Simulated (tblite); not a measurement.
## Geometry relaxation of C$_{5}$H$_{11}$O$_{2}$P (part 2 of 2)

C$_{5}$H$_{11}$O$_{2}$P, SMILES C[P@](=O)(O)C1CCC1; GFN2-xTB geometry optimisation, gas phase (tblite 0.8.0). 

Geometry of the input (Å):
```
C  -2.4224  0.4192  0.8715
P  -1.4167  0.0022  -0.5125
O  -1.7586  0.5805  -1.8264
O  -1.3658  -1.6008  -0.5553
C  0.2789  0.5322  -0.1762
C  1.3933  0.0019  -1.1131
C  2.3195  -0.0135  0.1214
C  1.0500  -0.1323  0.9862
H  -2.4605  1.5032  1.0114
H  -2.0557  -0.0252  1.8004
H  -3.4572  0.0650  0.7196
H  -1.0167  -1.9577  -1.3895
H  0.3143  1.6311  -0.0931
H  1.2087  -0.9912  -1.5333
H  1.7011  0.6832  -1.9143
H  2.8659  0.9198  0.2930
H  3.0166  -0.8528  0.1905
H  1.0523  0.4128  1.9233
H  0.7432  -1.1683  1.1889
```

## Trajectory as extended XYZ, continued
```
19
Properties=species:S:1:pos:R:3:forces:R:3 step=61 energy=-735.83556
C    -2.3933    0.3510    0.8531   -0.0140   0.0070  -0.0030
P    -1.3280   -0.0688   -0.5758   -0.0010   0.0150  -0.0060
O    -1.8657    0.2698   -1.9000    0.0050  -0.0140   0.0050
O    -1.1307   -1.6674   -0.4256    0.0180   0.0150  -0.0290
C     0.3124    0.6476   -0.1745   -0.0060   0.0020   0.0200
C     1.4586    0.2264   -1.1058   -0.0100   0.0110   0.0040
C     2.2776   -0.2047    0.1205   -0.0040  -0.0040   0.0060
C     1.0495    0.0204    1.0159    0.0040   0.0010  -0.0010
H    -2.4427    1.4314    0.9494    0.0060   0.0160  -0.0040
H    -2.0015   -0.0841    1.7663   -0.0080  -0.0080  -0.0080
H    -3.3919   -0.0292    0.6550   -0.0090  -0.0300   0.0020
H    -1.3591   -2.0596   -1.2712    0.0090   0.0190   0.0340
H     0.1842    1.7284   -0.1046    0.0130   0.0000   0.0070
H     1.1843   -0.5950   -1.7669    0.0050  -0.0180   0.0150
H     1.8883    1.0257   -1.7045    0.0100   0.0030  -0.0200
H     3.0998    0.4734    0.3421   -0.0160   0.0080  -0.0020
H     2.6629   -1.2216    0.0996   -0.0260  -0.0160  -0.0170
H     1.1997    0.6729    1.8743    0.0030  -0.0130  -0.0100
H     0.5856   -0.9076    1.3456    0.0210   0.0070   0.0080
19
Properties=species:S:1:pos:R:3:forces:R:3 step=71 energy=-735.83808
C    -2.3956    0.3409    0.8444   -0.0120   0.0090   0.0140
P    -1.3140   -0.0754   -0.5733   -0.0080   0.0110   0.0090
O    -1.8582    0.2258   -1.9038    0.0260  -0.0120   0.0130
O    -1.0619   -1.6632   -0.3979   -0.0190   0.0140  -0.0060
C     0.3084    0.6783   -0.1691   -0.0040   0.0040   0.0190
C     1.4505    0.2623   -1.1078   -0.0070   0.0030   0.0160
C     2.2445   -0.2475    0.1052    0.0100  -0.0110  -0.0110
C     1.0437    0.0428    1.0180    0.0190  -0.0050   0.0050
H    -2.4577    1.4226    0.9215   -0.0210   0.0090  -0.0030
H    -2.0000   -0.0702    1.7669    0.0020  -0.0140  -0.0070
H    -3.3888   -0.0584    0.6545    0.0130  -0.0140  -0.0160
H    -1.2772   -2.0743   -1.2367   -0.0070  -0.0090  -0.0050
H     0.1696    1.7564   -0.0894   -0.0060   0.0130  -0.0130
H     1.1606   -0.5212   -1.8086    0.0040   0.0140   0.0130
H     1.9099    1.0753   -1.6666    0.0020  -0.0180   0.0140
H     3.1206    0.3553    0.3372   -0.0080  -0.0060  -0.0210
H     2.5397   -1.2931    0.0539    0.0070  -0.0010   0.0030
H     1.2407    0.7090    1.8557    0.0100   0.0160  -0.0120
H     0.5555   -0.8563    1.3887   -0.0020  -0.0040  -0.0120
19
Properties=species:S:1:pos:R:3:forces:R:3 step=81 energy=-735.84203
C    -2.4140    0.3176    0.8157   -0.0190  -0.0100   0.0350
P    -1.2749   -0.0778   -0.5617   -0.0210  -0.0070   0.0180
O    -1.7876    0.1594   -1.9169    0.0060  -0.0160   0.0050
O    -0.9704   -1.6488   -0.3190   -0.0280  -0.0160  -0.0780
C     0.3114    0.7441   -0.1467    0.0080  -0.0140   0.0210
C     1.4389    0.3323   -1.1022    0.0070   0.0000  -0.0260
C     2.1722   -0.3469    0.0662    0.0340  -0.0110  -0.0500
C     1.0602    0.1029    1.0280    0.0520  -0.0510   0.0200
H    -2.5611    1.3921    0.8831    0.0130  -0.0300  -0.0480
H    -2.0024   -0.0568    1.7464   -0.0160   0.0050   0.0470
H    -3.3686   -0.1639    0.6166    0.0060   0.0150  -0.0140
H    -1.1509   -2.1136   -1.1394    0.0070   0.0580   0.0400
H     0.1366    1.8174   -0.0704   -0.0090  -0.0050   0.0000
H     1.1094   -0.3441   -1.8940    0.0590   0.0690   0.0230
H     1.9697    1.1722   -1.5489    0.0000  -0.0760  -0.0120
H     3.1558    0.0734    0.2806   -0.0840  -0.0410  -0.0030
H     2.2652   -1.4292   -0.0351   -0.0170   0.1100   0.0260
H     1.3818    0.8000    1.8006   -0.0190  -0.0060  -0.0370
H     0.5191   -0.7211    1.4896    0.0230   0.0260   0.0320
19
Properties=species:S:1:pos:R:3:forces:R:3 step=91 energy=-735.84855
C    -2.4343    0.2995    0.8096    0.0140  -0.0140  -0.0040
P    -1.2571   -0.0882   -0.5367    0.0150  -0.0260   0.0020
O    -1.7538    0.1222   -1.9020   -0.0210   0.0230  -0.0320
O    -0.9371   -1.6524   -0.2795    0.0060  -0.0020  -0.0340
C     0.3145    0.7701   -0.1286    0.0020  -0.0200   0.0110
C     1.4350    0.3677   -1.0994   -0.0280   0.0200  -0.0130
C     2.1240   -0.4016    0.0381   -0.0030   0.0280  -0.0340
C     1.0831    0.1309    1.0345    0.0230  -0.0100  -0.0060
H    -2.6241    1.3682    0.8233    0.0000   0.0070   0.0030
H    -2.0463   -0.0267    1.7676    0.0280   0.0210   0.0320
H    -3.3604   -0.2267    0.5952   -0.0400   0.0020  -0.0230
H    -1.0361   -2.0976   -1.1234   -0.0030  -0.0020   0.0220
H     0.1159    1.8396   -0.0440    0.0000  -0.0320  -0.0240
H     1.0971   -0.2350   -1.9440    0.0080  -0.0070   0.0400
H     2.0106    1.2055   -1.4904   -0.0090  -0.0030   0.0560
H     3.1489   -0.0997    0.2403    0.0250   0.0170   0.0000
H     2.0960   -1.4810   -0.0865   -0.0270  -0.0260   0.0080
H     1.4800    0.8540    1.7446    0.0020  -0.0090   0.0030
H     0.5344   -0.6396    1.5740    0.0100   0.0340  -0.0080
19
Properties=species:S:1:pos:R:3:forces:R:3 step=101 energy=-735.85109
C    -2.4364    0.2885    0.8051    0.0000   0.0070  -0.0020
P    -1.2507   -0.0989   -0.5360    0.0060   0.0050  -0.0010
O    -1.7506    0.1179   -1.8998    0.0060  -0.0070   0.0070
O    -0.9173   -1.6609   -0.2853   -0.0070  -0.0030  -0.0090
C     0.3138    0.7697   -0.1238    0.0040   0.0010  -0.0050
C     1.4387    0.3821   -1.0936    0.0040  -0.0070  -0.0040
C     2.1138   -0.4145    0.0323    0.0050  -0.0020   0.0000
C     1.0968    0.1455    1.0378   -0.0030   0.0000   0.0000
H    -2.6329    1.3566    0.8048    0.0090   0.0050  -0.0040
H    -2.0531   -0.0184    1.7723    0.0050  -0.0050  -0.0120
H    -3.3616   -0.2401    0.5866    0.0070  -0.0050   0.0100
H    -1.0640   -2.1166   -1.1161    0.0000   0.0030   0.0020
H     0.1008    1.8366   -0.0484   -0.0120  -0.0050   0.0060
H     1.1123   -0.1994   -1.9564    0.0010   0.0160   0.0090
H     2.0232    1.2307   -1.4448   -0.0080  -0.0120   0.0010
H     3.1528   -0.1543    0.2262   -0.0140  -0.0030  -0.0010
H     2.0369   -1.4920   -0.0964   -0.0020   0.0080   0.0030
H     1.5158    0.8819    1.7214   -0.0070  -0.0100  -0.0020
H     0.5518   -0.6052    1.6069    0.0060   0.0140   0.0000
19
Properties=species:S:1:pos:R:3:forces:R:3 step=111 energy=-735.85150
C    -2.4304    0.2880    0.8030    0.0010  -0.0010  -0.0020
P    -1.2485   -0.1053   -0.5391    0.0000   0.0020   0.0040
O    -1.7459    0.1081   -1.9042    0.0000  -0.0030   0.0020
O    -0.9141   -1.6664   -0.2858   -0.0040   0.0000   0.0000
C     0.3103    0.7705   -0.1232    0.0020   0.0030  -0.0010
C     1.4377    0.3879   -1.0914    0.0030   0.0050   0.0010
C     2.1052   -0.4192    0.0315   -0.0070  -0.0030  -0.0010
C     1.0950    0.1497    1.0387   -0.0030  -0.0030  -0.0020
H    -2.6233    1.3569    0.7976    0.0010  -0.0030   0.0020
H    -2.0391   -0.0152    1.7681   -0.0010   0.0020  -0.0010
H    -3.3580   -0.2407    0.5963    0.0060  -0.0020   0.0000
H    -1.0560   -2.1214   -1.1177   -0.0010  -0.0020  -0.0010
H     0.0866    1.8351   -0.0459    0.0050   0.0030  -0.0040
H     1.1131   -0.1826   -1.9618    0.0010   0.0010   0.0050
H     2.0257    1.2380   -1.4315    0.0050  -0.0010   0.0010
H     3.1474   -0.1740    0.2260   -0.0040   0.0030  -0.0030
H     2.0131   -1.4950   -0.1000   -0.0010   0.0010   0.0010
H     1.5213    0.8886    1.7149   -0.0070  -0.0010  -0.0040
H     0.5499   -0.5936    1.6169    0.0030   0.0000   0.0010
```

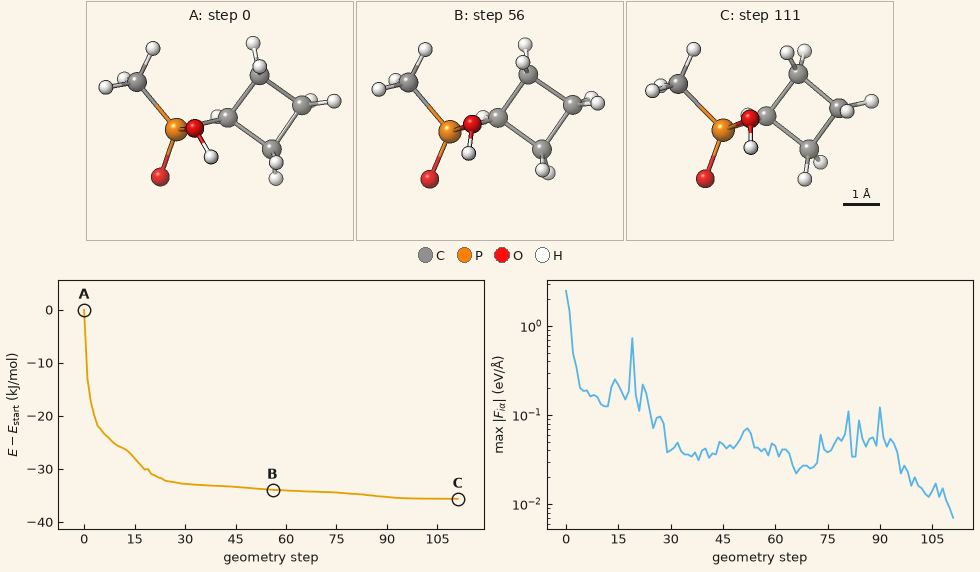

**Figure 1.** Frames of the relaxation (ball-and-stick view, seen at a tilt) above the curves, on which the letters mark them (steps are counted from 0).

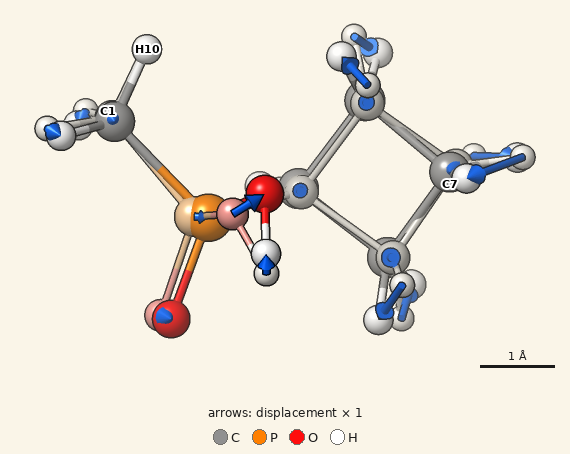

**Figure 2.** Start (faint) and end (solid) with the displacements as blue arrows, at true length (ball-and-stick view, seen at a tilt). The two geometries are laid on each other by the best rigid fit. The largest move after the best rigid fit is that of H17, 1.23 Å. Largest moves by element: H 1.23 Å, O 0.52 Å, C 0.47 Å, P 0.20 Å. Distances before and after: C1–P2 1.761 → 1.831 Å, P2–C5 1.808 → 1.836 Å, C1–H11 1.104 → 1.088 Å, C5–C6 1.549 → 1.535 Å. Among the angles that change: O3–P2–C5 105.5° → 115.4°, P2–O4–H12 113.6° → 107.0°, P2–C5–C6 117.5° → 111.2°. After 111 geometry steps the energy has fallen by 35.6 kJ/mol. Largest force component: 2.5 eV/Å at the start, 0.007 eV/Å at the end. (Atoms are counted from 1 in the order of the input.)

## Results in brief

```csv
quantity,value
outcome,converged
total energy,−735.8515 eV
hardware,"1 CPU thread, shared host"
wall time,0.81 s
peak memory,0.18 GiB
```
